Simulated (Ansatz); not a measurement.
Relaxed SrO (rock salt):

```
CELL_PARAMETERS angstrom
      0.00000     5.19500     5.19500
      2.59750     0.00000     2.59750
      2.59750     2.59750     0.00000
ATOMIC_POSITIONS crystal
  O  0.00000 0.00000 0.00000
  O  0.50000 0.00000 0.00000
  Sr 0.25000 0.50000 0.50000
  Sr 0.75000 0.50000 0.50000
```

A phonon eigenvector at L = (0.5, 0.0, 0.0) is frozen into this cell: atom i moves by Q times the vector below, so Q is the largest atomic displacement, in Å. The cell is held. It is one choice among 2 degenerate patterns. (q is in reciprocal vectors of the primitive cell; the cell shown is doubled to hold the pattern.)

```
atom       x       y       z
----  ------  ------  ------
Sr3   -0.285   0.520  -0.805
Sr4    0.285  -0.520   0.805
```

Atoms not listed stay in place.

The numbers are results of PBE (plane waves to 420 eV, PAW, scalar-relativistic; Ansatz, a quantum-chemistry and plane-wave program), not measurements. k mesh 11×11×11 (Γ-centred), Fermi-Dirac smearing 0.05 eV. The energy includes the smearing's −TS. SrO was relaxed with its symmetry unable to fall. The zero of ΔE is the undisplaced structure.

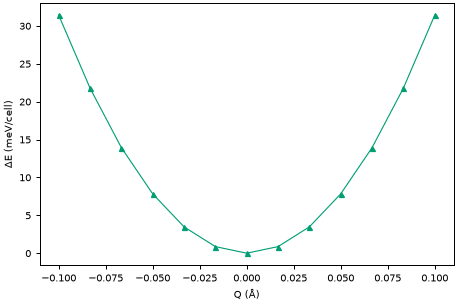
ΔE (meV/cell) against Q (Å); markers are the computed points, lines only join them.

Question: What is the energy change at Q = 0.100 Å?

Answer: About 31 meV/cell.

Question: What harmonic wavenumber does the curvature at Q = 0 give?

Answer: About 99 cm⁻¹.

(A displaced cell: forces are minus the slopes of the energy, force constants its curvatures, and phonons follow from these.)
